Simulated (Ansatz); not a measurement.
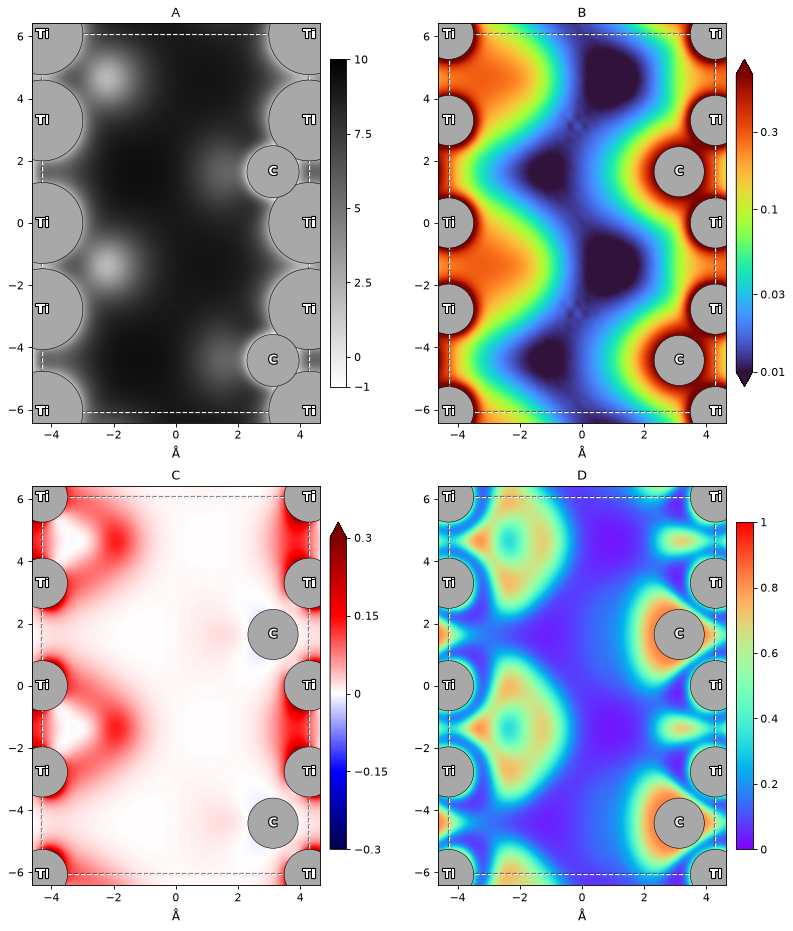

Ti$_{4}$C: 4 fields on the (011) plane of the conventional cell, with unlabelled colour scales. Grey discs cover the atomic cores.

Space group F-43m; a structure generated by program, which may or may not match a known phase; spin-polarised.

These are results of DFT PBE, scalar-relativistic, plane waves, PAW (Ansatz 0.2.0), not measurements.

**The panels show electron localisation function, electrostatic potential energy of an electron, spin density and valence pseudo-density in some order. Assign them.**

Panel A: electrostatic potential energy of an electron (low next to the atoms, rising into the space between them). Panel B: valence pseudo-density. Panel C: spin density (confined to the magnetic sites and close to zero elsewhere). Panel D: electron localisation function. From the grid: Ti–Ti (2.77 Å): ρ at the midpoint is about 0.24 e/Å³; the ELF is about 0.35 at the midpoint.
